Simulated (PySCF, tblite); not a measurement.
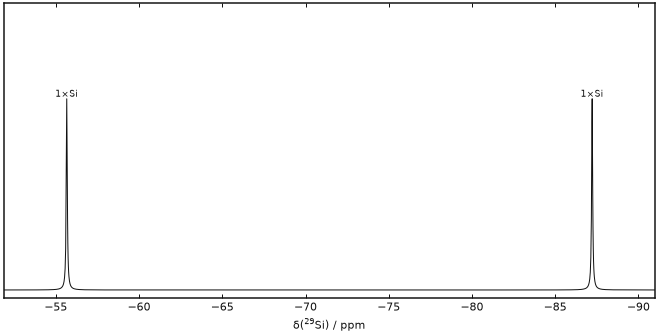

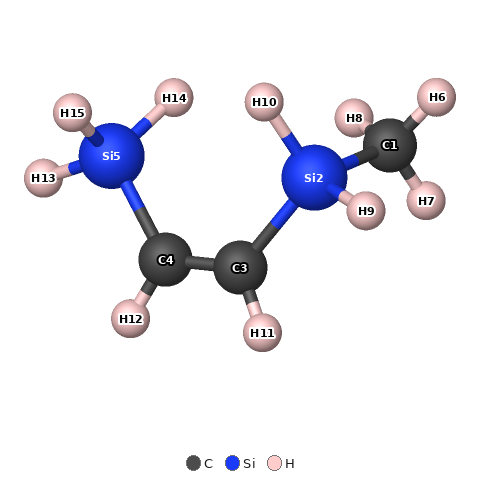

Spectrum and numbered structure of C₃H₁₀Si₂, SMILES C[SiH2]/C=C\[SiH3]. GIAO shifts, PBE0/pcSseg-1, PySCF, at a GFN2-xTB geometry (a minimum by its frequencies), against TMS for ²⁹Si computed at the same level. Gas phase, fully decoupled, line heights follow the number of nuclei, widths are arbitrary (no quadrupolar broadening); values of one conformer, averaged over nuclei that symmetry or rotation about single bonds exchange, these motions taken as fast; other conformers aren't averaged in.

### Which atoms give which ²⁹Si line?

```
δ (ppm)  nuclei  atoms
  −55.7       1    Si2
  −87.2       1    Si5
```

Note: the tight-binding geometry is rougher than a DFT one and adds to the error.
